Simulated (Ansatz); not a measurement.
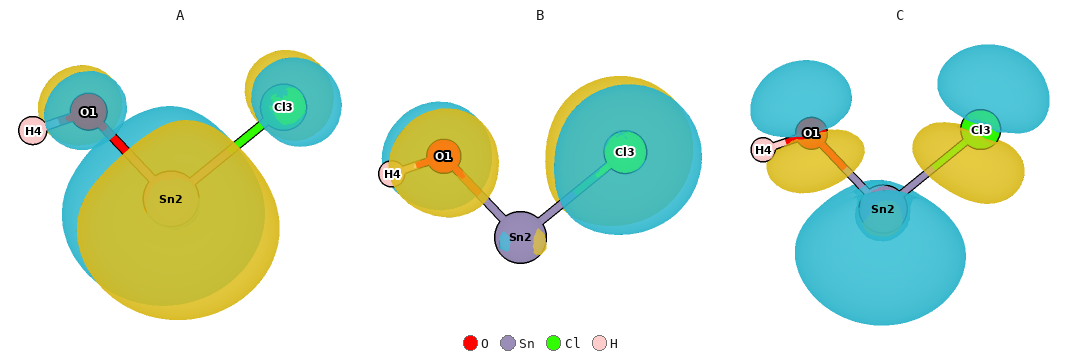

The picture shows: ClHOSn (SMILES [OH][Sn][Cl]). Three frontier orbitals at ±0.08 Å⁻³ᐟ² (yellow and cyan are the two phases), in no order.

Geometry: PBE0-D4/def2-TZVP; core potentials replace the inner electrons of Sn.

Method: RKS PBE0-D4/def2-TZVPP in Ansatz.

Q: Order the three orbitals by energy and name them.

A: B is the HOMO−1 (−8.71 eV). By Hirshfeld shares it lies mainly on Cl3 (about 65 %) and O1 (about 25 %); it changes sign across the molecular plane (π type). C is the HOMO (−7.63 eV). Its weight (Hirshfeld) is mainly on Sn2 (about 50 %), Cl3 (about 25 %) and O1 (about 25 %); it is symmetric in the molecular plane (an in-plane orbital: σ, lone-pair or in-plane π type). A is the LUMO (−2.52 eV). It lies mainly on Sn2 (about 85 %), Cl3 (about 10 %) and O1 (about 5 %); it changes sign across the molecular plane (π type).

Q: What is the HOMO–LUMO gap?

A: 5.11 eV between the orbital energies.
